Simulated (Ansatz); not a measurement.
# Nudged elastic band, with input and output: GeSbH6 (part 1 of 2)

GeSbH6, multiplicity 2, computed with UKS B3LYP-D4/def2-SVP (Ansatz 0.2.0).

One setting was made poor on purpose. It belongs to a series of runs on one base structure; here: band between the two ends. Figures and captions count atoms from 1; the log counts them from 0 in places.

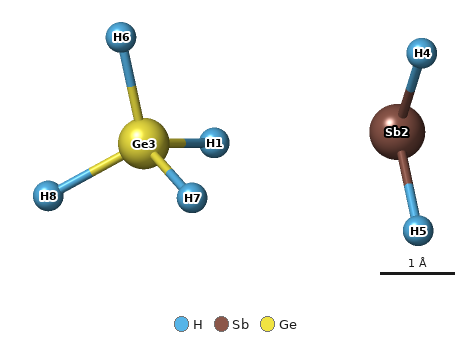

*The structure as given in the input (ball-and-stick view, seen at a tilt; atoms are numbered from 1 in the order of the input). Sticks mark near contacts.*

Bond lengths as drawn: Ge–H 1.54 Å and H–Sb 1.73 Å.

## Input file
```yaml
crystal:
  periodic: [false, false, false]
  atoms:
    - { symbol: H, position_ang: [-0.302375, -0.463374, -0.066827] }
    - { symbol: Sb, position_ang: [-2.19411, 1.719648, -1.138659] }
    - { symbol: Ge, position_ang: [0.876469, -1.217078, 0.582866] }
    - { symbol: H, position_ang: [-1.451527, 2.425726, 0.253294] }
    - { symbol: H, position_ang: [-0.725927, 1.935209, -2.024765] }
    - { symbol: H, position_ang: [0.699849, -1.216852, 2.112961] }
    - { symbol: H, position_ang: [2.196902, -0.515261, 0.215166] }
    - { symbol: H, position_ang: [0.900618, -2.667918, 0.065964] }
magnetization:
  spin_polarized: true
  initial_magnetization: 1
basis:
  gaussian: { orbitals: def2-SVP }
hamiltonian:
  xc: b3lyp
  dispersion: d4
neb:
  order_check: false
  images: 9
  f_tol: 0.05
  max_iterations: 51
  max_displacement: 0.02
  optimiser: lbfgs
  final_atoms:
    - { symbol: H, position_ang: [-0.60241051, -1.26115732, -0.39246635] }
    - { symbol: Sb, position_ang: [-1.91936624, 2.00327015, -0.91588987] }
    - { symbol: Ge, position_ang: [0.68102254, -1.1454328, 0.45178827] }
    - { symbol: H, position_ang: [-0.98526887, 1.88852901, 0.53415548] }
    - { symbol: H, position_ang: [-0.48870391, 1.84276705, -1.8706847] }
    - { symbol: H, position_ang: [0.31149255, -0.70384518, 1.88125194] }
    - { symbol: H, position_ang: [1.61916238, -0.10719174, -0.18807022] }
    - { symbol: H, position_ang: [1.38397107, -2.51683918, 0.49991545] }
  initial_path:
    images:
      - { positions_ang: [[-0.302375, -0.463374, -0.066827], [-2.19411, 1.719648, -1.138659], [0.876469, -1.217078, 0.582866], [-1.451527, 2.425726, 0.253294], [-0.725927, 1.935209, -2.024765], [0.699849, -1.216852, 2.112961], [2.196902, -0.515261, 0.215166], [0.900618, -2.667918, 0.065964]] }
      - { positions_ang: [[-0.35407547, -0.39097948, -0.09881761], [-2.16075298, 1.65556616, -1.11606989], [0.87906308, -1.21167259, 0.58348308], [-1.44863553, 2.42500213, 0.24484537], [-0.73136273, 1.94441086, -2.02129521], [0.71092308, -1.22622116, 2.10727763], [2.20925207, -0.5393348, 0.23098742], [0.89548748, -2.65667112, 0.06958922]] }
      - { positions_ang: [[-0.40577594, -0.31858495, -0.13080822], [-2.12739597, 1.59148433, -1.09348078], [0.88165716, -1.20626719, 0.58410016], [-1.44574407, 2.42427825, 0.23639674], [-0.73679846, 1.95361272, -2.01782543], [0.72199715, -1.23559032, 2.10159426], [2.22160215, -0.5634086, 0.24680884], [0.89035697, -2.64542424, 0.07321443]] }
      - { positions_ang: [[-0.4574764, -0.24619043, -0.16279883], [-2.09403895, 1.52740249, -1.07089166], [0.88425124, -1.20086178, 0.58471723], [-1.4428526, 2.42355438, 0.2279481], [-0.74223419, 1.96281458, -2.01435564], [0.73307123, -1.24495949, 2.0959109], [2.23395222, -0.5874824, 0.26263026], [0.88522645, -2.63417735, 0.07683965]] }
      - { positions_ang: [[-0.50917687, -0.1737959, -0.19478944], [-2.06068193, 1.46332065, -1.04830255], [0.88684533, -1.19545637, 0.58533431], [-1.43996114, 2.42283051, 0.21949947], [-0.74766991, 1.97201644, -2.01088586], [0.74414531, -1.25432865, 2.09022753], [2.24630229, -0.6115562, 0.27845167], [0.88009594, -2.62293047, 0.08046487]] }
      - { positions_ang: [[-0.56087734, -0.10140138, -0.22678005], [-2.02732492, 1.39923882, -1.02571344], [0.88943941, -1.19005097, 0.58595139], [-1.43706967, 2.42210663, 0.21105084], [-0.75310564, 1.9812183, -2.00741607], [0.75521938, -1.26369781, 2.08454416], [2.25865236, -0.63563, 0.29427309], [0.87496542, -2.61168359, 0.08409009]] }
      - { positions_ang: [[-0.56918398, -0.33335257, -0.25991731], [-2.00573318, 1.52004508, -1.00374873], [0.84775604, -1.18112733, 0.55911876], [-1.34670951, 2.31539111, 0.27567177], [-0.7002253, 1.95352805, -1.9800698], [0.66647402, -1.15172728, 2.04388572], [2.13075437, -0.52994235, 0.19780443], [0.97676655, -2.59271471, 0.16725516]] }
      - { positions_ang: [[-0.57749061, -0.56530375, -0.29305457], [-1.98414145, 1.64085135, -0.98178401], [0.80607266, -1.1722037, 0.53228614], [-1.25634935, 2.20867558, 0.34029269], [-0.64734495, 1.9258378, -1.95272352], [0.57772865, -1.03975676, 2.00322727], [2.00285637, -0.42425469, 0.10133577], [1.07856768, -2.57374583, 0.25042023]] }
      - { positions_ang: [[-0.58579724, -0.79725494, -0.32619183], [-1.96254971, 1.76165761, -0.9598193], [0.76438929, -1.16328007, 0.50545352], [-1.16598919, 2.10196006, 0.40491362], [-0.59446461, 1.89814755, -1.92537725], [0.48898328, -0.92778623, 1.96256883], [1.87495838, -0.31856704, 0.0048671], [1.18036881, -2.55477695, 0.3335853]] }
      - { positions_ang: [[-0.59410388, -1.02920613, -0.35932909], [-1.94095798, 1.88246388, -0.93785458], [0.72270592, -1.15435643, 0.47862089], [-1.07562903, 1.99524454, 0.46953455], [-0.54158426, 1.8704573, -1.89803097], [0.40023792, -0.81581571, 1.92191039], [1.74706038, -0.21287939, -0.09160156], [1.28216994, -2.53580806, 0.41675038]] }
      - { positions_ang: [[-0.60241051, -1.26115732, -0.39246635], [-1.91936624, 2.00327015, -0.91588987], [0.68102254, -1.1454328, 0.45178827], [-0.98526887, 1.88852901, 0.53415548], [-0.48870391, 1.84276705, -1.8706847], [0.31149255, -0.70384518, 1.88125194], [1.61916238, -0.10719174, -0.18807022], [1.38397107, -2.51683918, 0.49991545]] }
```

Command:
```bash
ansatz run input.yaml --threads 2 --pin off --max-ram 3072MiB --backend cpu --events-out ev --progress --plain --runs-dir out
```

## Log
```
Engine: ansatz 0.2.0, x86_64-unknown-linux-gnu
Functional definition: B3LYP
  parameter a0 = 0.2
  parameter ax = 0.72
  parameter ac = 0.81
  exchange = (1 - a0 - ax)*slater_x + ax*b88_x + a0*exact_x
  correlation = (1 - ac)*vwn_rpa_c + ac*lyp_c
1046 factors; integrals over basis functions are off by at most 3.7e-4 eV
mean field evaluation 1: about -63148.0235 eV, gradient 1.2e1 eV
mean field evaluation 2: about -63148.3545 eV, gradient 1.0e1 eV
mean field evaluation 4: about -63148.6163 eV, gradient 2.7e-1 eV
mean field evaluation 8: about -63148.6141 eV, gradient 8.9e-3 eV
mean field -63148.61406775 eV, -2320.6687633219 hartree, gradient 5.3e-5 eV, S^2 0.752601; 0 other end points of the search recorded, 0 dependent functions left out
the calculation of the forces begins
reference -63148.61435312 eV, -2320.6687738091 hartree; 31, 30 occupied and 57, 58 virtual orbitals, 1046 factors
1046 factors; integrals over basis functions are off by at most 3.8e-4 eV
mean field evaluation 16: about -63148.3408 eV, gradient 1.0e1 eV
mean field -63148.60782106 eV, -2320.6685337602 hartree, gradient 4.4e-5 eV, S^2 0.752605; 0 other end points of the search recorded, 0 dependent functions left out
[... from here on the field's lines of each further geometry are left out, up to the last ...]
NEB iter   1: max|band force component| = 2.253e0 eV/Å  barrier→ = 0.7443 eV  barrier← = 0.7581 eV  Δτ_max = 0.0200 Å  (277 SCF iters)
NEB iter   2: max|band force component| = 1.700e0 eV/Å  barrier→ = 0.6938 eV  barrier← = 0.7076 eV  Δτ_max = 0.0200 Å  (244 SCF iters)
NEB iter   3: max|band force component| = 1.485e0 eV/Å  barrier→ = 0.6389 eV  barrier← = 0.6527 eV  Δτ_max = 0.0200 Å  (244 SCF iters)
NEB iter   4: max|band force component| = 1.401e0 eV/Å  barrier→ = 0.5877 eV  barrier← = 0.6016 eV  Δτ_max = 0.0200 Å  (235 SCF iters)
NEB iter   5: max|band force component| = 1.327e0 eV/Å  barrier→ = 0.5335 eV  barrier← = 0.5473 eV  Δτ_max = 0.0200 Å  (236 SCF iters)
NEB iter   6: max|band force component| = 1.347e0 eV/Å  barrier→ = 0.4820 eV  barrier← = 0.4958 eV  Δτ_max = 0.0200 Å  (232 SCF iters)
NEB iter   7: max|band force component| = 1.335e0 eV/Å  barrier→ = 0.4277 eV  barrier← = 0.4415 eV  Δτ_max = 0.0200 Å  (242 SCF iters)
NEB iter   8: max|band force component| = 1.308e0 eV/Å  barrier→ = 0.3786 eV  barrier← = 0.3924 eV  Δτ_max = 0.0200 Å  (233 SCF iters)
NEB iter   9: max|band force component| = 1.265e0 eV/Å  barrier→ = 0.3329 eV  barrier← = 0.3467 eV  Δτ_max = 0.0200 Å  (220 SCF iters)
NEB iter  10: max|band force component| = 1.207e0 eV/Å  barrier→ = 0.2900 eV  barrier← = 0.3039 eV  Δτ_max = 0.0200 Å  (221 SCF iters)
NEB iter  11: max|band force component| = 1.136e0 eV/Å  barrier→ = 0.2500 eV  barrier← = 0.2638 eV  Δτ_max = 0.0200 Å  (223 SCF iters)
NEB iter  12: max|band force component| = 1.050e0 eV/Å  barrier→ = 0.2128 eV  barrier← = 0.2267 eV  Δτ_max = 0.0200 Å  (217 SCF iters)
NEB iter  13: max|band force component| = 9.525e-1 eV/Å  barrier→ = 0.1788 eV  barrier← = 0.1926 eV  Δτ_max = 0.0200 Å  (219 SCF iters)
NEB iter  14: max|band force component| = 8.465e-1 eV/Å  barrier→ = 0.1479 eV  barrier← = 0.1618 eV  Δτ_max = 0.0200 Å  (219 SCF iters)
NEB iter  15: max|band force component| = 7.364e-1 eV/Å  barrier→ = 0.1204 eV  barrier← = 0.1343 eV  Δτ_max = 0.0200 Å  (221 SCF iters)
NEB iter  16: max|band force component| = 6.270e-1 eV/Å  barrier→ = 0.0966 eV  barrier← = 0.1104 eV  Δτ_max = 0.0200 Å  (221 SCF iters)
NEB iter  17: max|band force component| = 5.211e-1 eV/Å  barrier→ = 0.0766 eV  barrier← = 0.0905 eV  Δτ_max = 0.0200 Å  (218 SCF iters)
NEB iter  18: max|band force component| = 4.208e-1 eV/Å  barrier→ = 0.0607 eV  barrier← = 0.0746 eV  CI = image 4  Δτ_max = 0.0069 Å  (219 SCF iters)
NEB iter  19: max|band force component| = 3.634e-1 eV/Å  barrier→ = 0.0552 eV  barrier← = 0.0690 eV  CI = image 5  Δτ_max = 0.0061 Å  (206 SCF iters)
NEB iter  20: max|band force component| = 3.369e-1 eV/Å  barrier→ = 0.0507 eV  barrier← = 0.0645 eV  CI = image 5  Δτ_max = 0.0200 Å  (202 SCF iters)
NEB iter  21: max|band force component| = 2.713e-1 eV/Å  barrier→ = 0.0376 eV  barrier← = 0.0515 eV  CI = image 5  Δτ_max = 0.0200 Å  (219 SCF iters)
NEB iter  22: max|band force component| = 2.117e-1 eV/Å  barrier→ = 0.0289 eV  barrier← = 0.0428 eV  CI = image 5  Δτ_max = 0.0200 Å  (222 SCF iters)
NEB iter  23: max|band force component| = 1.454e-1 eV/Å  barrier→ = 0.0227 eV  barrier← = 0.0366 eV  CI = image 5  Δτ_max = 0.0200 Å  (222 SCF iters)
NEB iter  24: max|band force component| = 1.714e-1 eV/Å  barrier→ = 0.0183 eV  barrier← = 0.0322 eV  CI = image 5  Δτ_max = 0.0026 Å  (223 SCF iters)
NEB iter  25: max|band force component| = 1.039e-1 eV/Å  barrier→ = 0.0180 eV  barrier← = 0.0319 eV  CI = image 5  Δτ_max = 0.0120 Å  (192 SCF iters)
NEB iter  26: max|band force component| = 1.517e-1 eV/Å  barrier→ = 0.0162 eV  barrier← = 0.0301 eV  CI = image 5  Δτ_max = 0.0025 Å  (219 SCF iters)
NEB iter  27: max|band force component| = 9.684e-2 eV/Å  barrier→ = 0.0160 eV  barrier← = 0.0298 eV  CI = image 5  Δτ_max = 0.0100 Å  (188 SCF iters)
NEB iter  28: max|band force component| = 4.464e-1 eV/Å  barrier→ = 0.0147 eV  barrier← = 0.0285 eV  CI = image 4  Δτ_max = 0.0086 Å  (217 SCF iters)
NEB iter  29: max|band force component| = 3.906e-1 eV/Å  barrier→ = 0.0145 eV  barrier← = 0.0283 eV  CI = image 4  Δτ_max = 0.0200 Å  (190 SCF iters)
NEB iter  30: max|band force component| = 2.917e-1 eV/Å  barrier→ = 0.0139 eV  barrier← = 0.0277 eV  CI = image 4  Δτ_max = 0.0200 Å  (202 SCF iters)
NEB iter  31: max|band force component| = 2.013e-1 eV/Å  barrier→ = 0.0130 eV  barrier← = 0.0268 eV  CI = image 4  Δτ_max = 0.0200 Å  (212 SCF iters)
NEB iter  32: max|band force component| = 1.494e-1 eV/Å  barrier→ = 0.0120 eV  barrier← = 0.0258 eV  CI = image 4  Δτ_max = 0.0200 Å  (210 SCF iters)
NEB iter  33: max|band force component| = 1.420e-1 eV/Å  barrier→ = 0.0108 eV  barrier← = 0.0246 eV  CI = image 4  Δτ_max = 0.0200 Å  (213 SCF iters)
NEB iter  34: max|band force component| = 1.380e-1 eV/Å  barrier→ = 0.0096 eV  barrier← = 0.0235 eV  CI = image 4  Δτ_max = 0.0200 Å  (224 SCF iters)
NEB iter  35: max|band force component| = 1.060e-1 eV/Å  barrier→ = 0.0085 eV  barrier← = 0.0223 eV  CI = image 4  Δτ_max = 0.0200 Å  (218 SCF iters)
NEB iter  36: max|band force component| = 1.044e-1 eV/Å  barrier→ = 0.0073 eV  barrier← = 0.0211 eV  CI = image 4  Δτ_max = 0.0200 Å  (222 SCF iters)
NEB iter  37: max|band force component| = 6.090e-2 eV/Å  barrier→ = 0.0061 eV  barrier← = 0.0199 eV  CI = image 4  Δτ_max = 0.0200 Å  (220 SCF iters)
```
